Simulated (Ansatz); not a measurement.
H₆Si₂···H₂S

The calculation's input:

```
crystal:
  periodic: [false, false, false]
  atoms:
    - { symbol: Si, position_ang: [-1.492145, 0.009368, -0.107905] }
    - { symbol: Si, position_ang: [0.437616, 0.945557, -0.82002] }
    - { symbol: H, position_ang: [-1.697772, -1.365109, -0.654262] }
    - { symbol: H, position_ang: [-1.601198, -0.016921, 1.381328] }
    - { symbol: H, position_ang: [-2.62889, 0.851712, -0.609731] }
    - { symbol: H, position_ang: [1.880172, -1.022058, 0.395912] }
    - { symbol: S, position_ang: [1.133543, -1.864495, 1.152188] }
    - { symbol: H, position_ang: [0.173341, 2.135191, -1.690944] }
    - { symbol: H, position_ang: [1.264425, -0.006906, -1.62531] }
    - { symbol: H, position_ang: [1.272778, 1.421173, 0.329561] }
    - { symbol: H, position_ang: [1.25813, -1.087413, 2.248983] }
magnetization:
  spin_polarized: true
basis:
  gaussian: { orbitals: def2-SVP }
hamiltonian:
  xc: pbe0
relax:
  f_tol: 0.03
  max_steps: 50
output:
  orbitals: {}
```

Run with:

```sh
ansatz run input.yaml --threads 2 --pin off --max-ram 3072MiB --backend cpu --events-out ev --progress --plain --runs-dir out
```

The fields are those of the run's last geometry, not of the input's.

Method: UKS PBE0/def2-SVP in Ansatz 0.2.0.

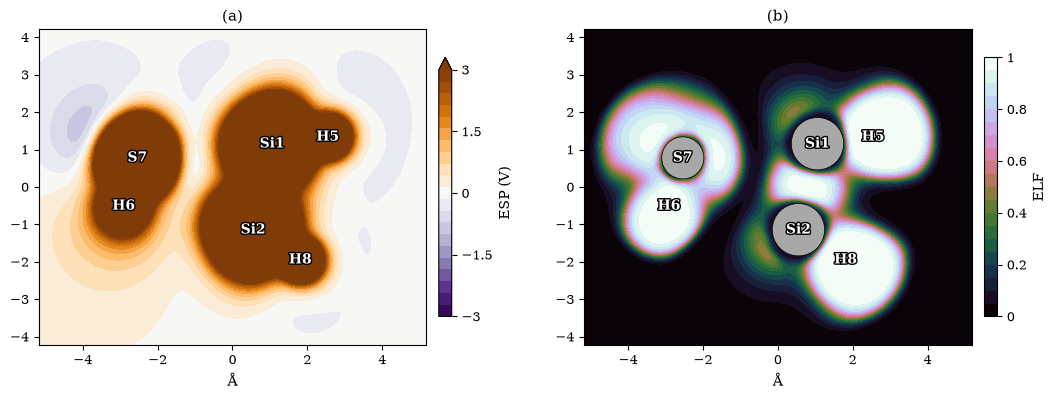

Figure 1. (a) electrostatic potential; (b) electron localisation function on the plane of atoms Si2, Si1 and H5. Grey discs cover the atomic cores in the ELF map.

> What does the map show?

Atoms in the plane: Si, H and S.
Si1···S7 (3.62 Å): the ELF dips to about 0.05 between them; a weak contact between the two molecules.
Si–Si (2.35 Å): the ELF peaks at about 1 between the atoms; a covalent bond.
S–H (1.35 Å): the ELF climbs to about 1 towards the hydrogen, as it does in any bond to H.
Si–H (1.50 Å): the ELF climbs to about 1 towards the hydrogen.
The ELF also peaks beside S7, away from the bonds: lone-pair regions.
Outside the dense part of the complex the potential is most negative (−0.8 V) near S7.

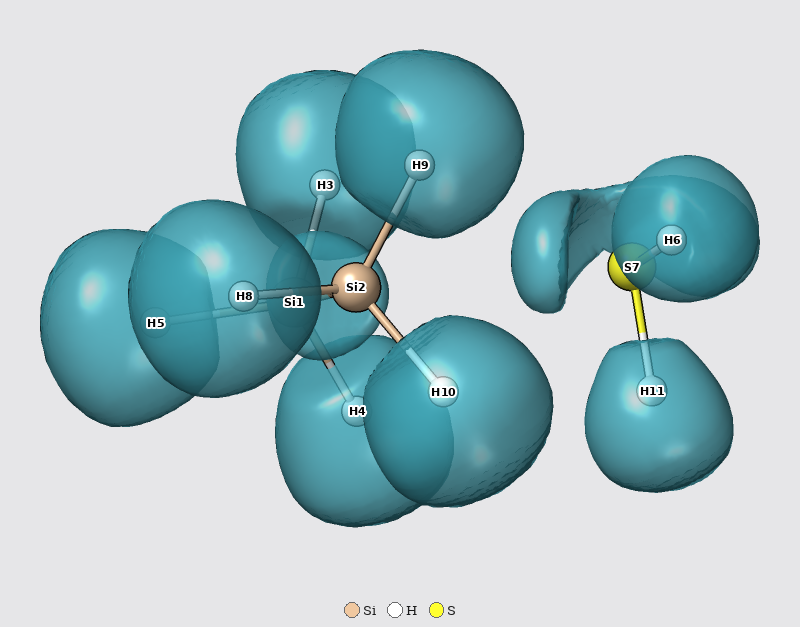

Figure 2. Isosurface of the electron localisation function at 0.9 (cyan), seen from one side. Core shells and regions of very low density are left out.

> Describe the localisation domains.

The surface consists of one region between bonded Si–Si atoms (shared pairs), eight regions around hydrogen nuclei and one region wrapped around S (its lone pairs, merged into a ring or cap).

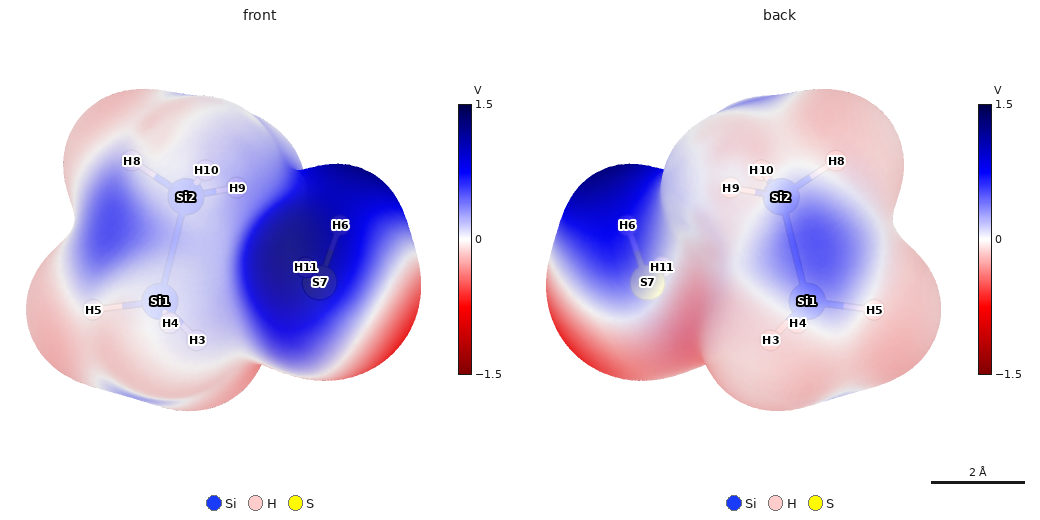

Figure 3. The electrostatic potential painted on the density surface at 0.001 e/bohr³, seen from the front and from behind; the colour scale runs from red (negative) to blue (positive).

> Which sites attract a positive test charge, and which a negative one?

A positive charge is drawn to the negative regions and a negative charge to the positive ones. The most negative region (about −0.6 V) lies over S7, the most positive (about +1.2 V) over H6 and H11.

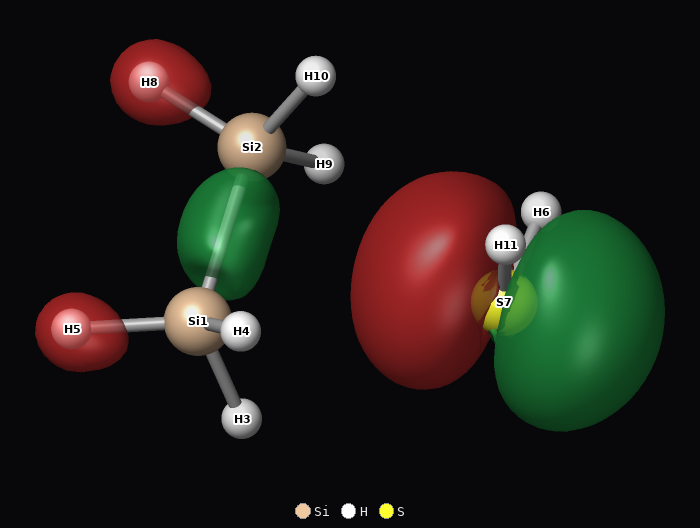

Figure 4. The HOMO at ±0.1 Å⁻³ᐟ² (green and red are the two phases), seen at a tilt.

> Where does this orbital lie, and at what energy?

Its weight (Hirshfeld) is mainly on S7 (about 80 %); largely a lone pair of S7. Its energy is −7.55 eV.
